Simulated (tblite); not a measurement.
**Run report: C$_{5}$H$_{12}$OSi (charge +1), frequency calculation**

The run: frequency calculation of C$_{5}$H$_{12}$OSi, charge +1, multiplicity 2. Method and program: GFN2-xTB harmonic vibrations, gas phase (tblite 0.8.0).

It belongs to a series of runs on one base structure; here: electron removed.

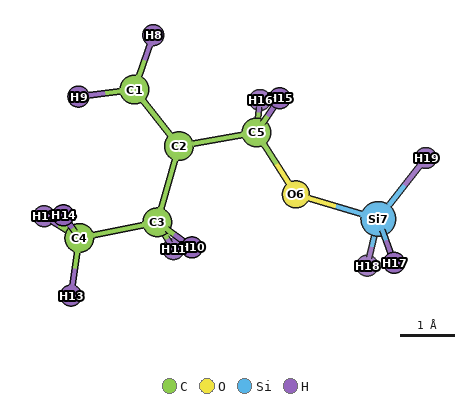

Fig. 1: The input geometry (ball-and-stick view, seen at a tilt; atoms are numbered from 1 in the order of the input).

Key numbers

```csv
quantity,value
outcome,converged
total energy,−603.1504 eV
zero-point energy,92.7880 kcal/mol
hardware,"1 CPU thread, shared host"
wall time,0.58 s
peak memory,0.18 GiB
```

Input file
```
{"job": {"kind": "ir", "xc": "GFN2-xTB", "basis": "xTB"}, "charge": 1, "multiplicity": 2}
C      1.351809    -0.812852     1.647676
C      0.552074    -0.320485     0.675457
C      1.017213     0.482377    -0.477901
C      2.501944     0.761938    -0.581326
C     -0.922599    -0.590424     0.741615
O     -1.621888    -0.031652    -0.302625
Si    -3.160474     0.080525    -0.841166
H      0.955646    -1.394115     2.463697
H      2.414777    -0.646045     1.644321
H      0.454046     1.426935    -0.468608
H      0.659167    -0.015161    -1.390883
H      3.075318    -0.160155    -0.650309
H      2.700036     1.350109    -1.472720
H      2.860261     1.322874     0.279335
H     -1.312977    -0.220051     1.704594
H     -1.086964    -1.681012     0.770653
H     -3.324709     1.539634    -0.907194
H     -3.018329    -0.464673    -2.198688
H     -4.104154    -0.618515     0.020211
```

The first line tells a small driver script what to run in tblite; the rest is the geometry in Å.

Command:
```bash
OMP_NUM_THREADS=1 python <driver script> task.json out
```

The program's output
```
mode    cm-1     km/mol
  1      -6.3      4.17
  2      42.1      1.80
  3      73.5      0.84
  4      95.8      0.52
  5     124.7     16.82
  6     210.3      4.15
  7     227.3      0.28
  8     305.7      1.29
  9     373.0      1.54
 10     395.4     19.11
 11     488.9      2.74
 12     518.1     13.44
 13     548.5     27.13
 14     570.3     83.89
 15     635.8     25.33
 16     675.5    132.71
 17     705.7     24.37
 18     754.2    204.58
 19     774.3      6.34
 20     816.6      4.63
 21     833.4      2.27
 22     899.5     23.01
 23     925.8     18.96
 24    1009.4      0.33
 25    1049.5      2.60
 26    1097.3     53.81
 27    1130.5      5.72
 28    1148.7     24.47
 29    1162.5      8.97
 30    1214.5      1.35
 31    1264.8     68.88
 32    1332.4    146.68
 33    1353.9    152.43
 34    1365.7     61.90
 35    1380.6      4.92
 36    1405.4    142.94
 37    1453.5     11.43
 38    1470.7      5.90
 39    1568.3    199.24
 40    2139.8     15.11
 41    2197.1    325.08
 42    2334.4    153.13
 43    2808.6      1.93
 44    2850.7     12.65
 45    2865.7      0.80
 46    2912.1     67.67
 47    3032.0      4.55
 48    3036.4     32.31
 49    3067.2      0.34
 50    3110.9     22.01
 51    3148.9      9.04
```

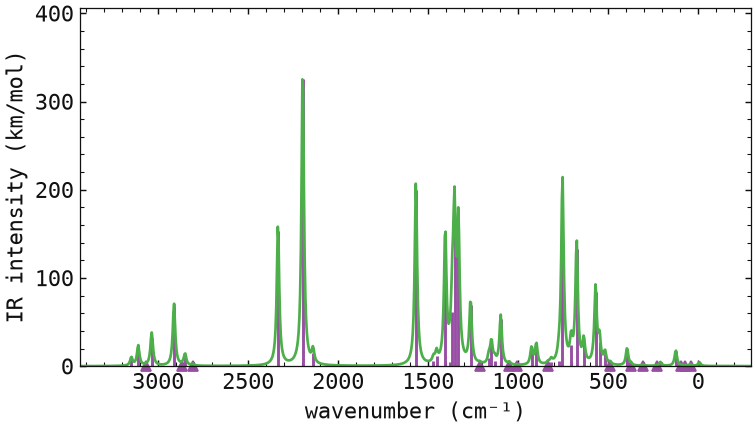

Fig. 2: Harmonic infrared spectrum, unscaled: sticks (degenerate modes added up, dark ones marked on the axis) with a Lorentzian envelope of 16 cm⁻¹ full width, scaled to the tallest stick. 51 modes from 6i to 3149 cm⁻¹, none imaginary beyond the noise of the force constants (under 8i cm⁻¹). The strongest line is at 2197 cm⁻¹ (325 km/mol).
